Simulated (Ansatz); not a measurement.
```yaml
atoms:
  - { symbol: N, position_ang: [-1.2184, 0.3180, -0.3534] }
  - { symbol: Si, position_ang: [-0.1800, -1.0463, -0.4272] }
  - { symbol: N, position_ang: [1.2248, -0.3983, 0.3157] }
  - { symbol: H, position_ang: [-2.1539, 0.2637, -0.7206] }
  - { symbol: H, position_ang: [-1.0159, 1.2295, 0.0297] }
  - { symbol: H, position_ang: [1.3578, 0.5331, 0.6809] }
  - { symbol: H, position_ang: [2.0469, -0.9677, 0.4292] }
```

Geometry: PBE0-D4/def2-TZVP.

Computed with Ansatz, RKS PBE0-D4/def2-TZVPP.

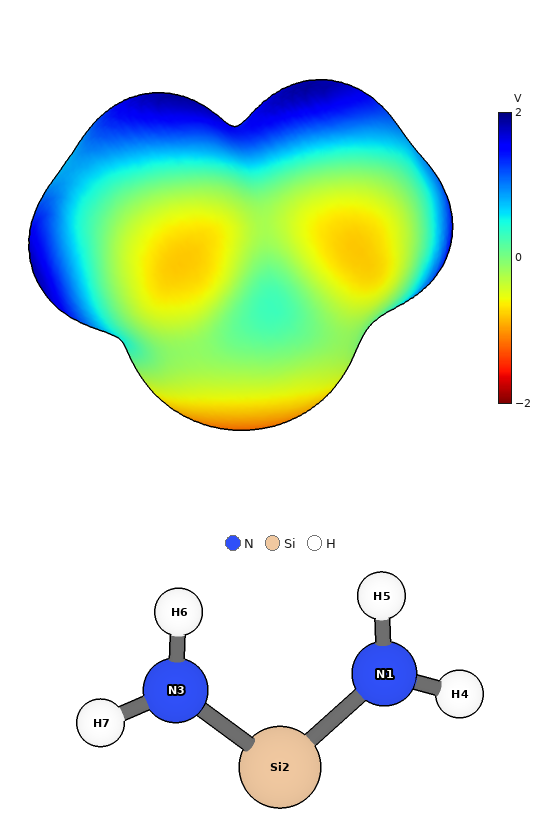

H4N2Si (SMILES N[Si]N). The electrostatic potential painted on the density surface at 0.002 e/bohr³, seen at a tilt; the colour scale runs from red (negative) to blue (positive). The bare structure is drawn below in the same view.

Describe the electrostatic potential map.

The most negative region (about −1.3 V) lies over Si2, the most positive (about +1.8 V) over H5 and H6.
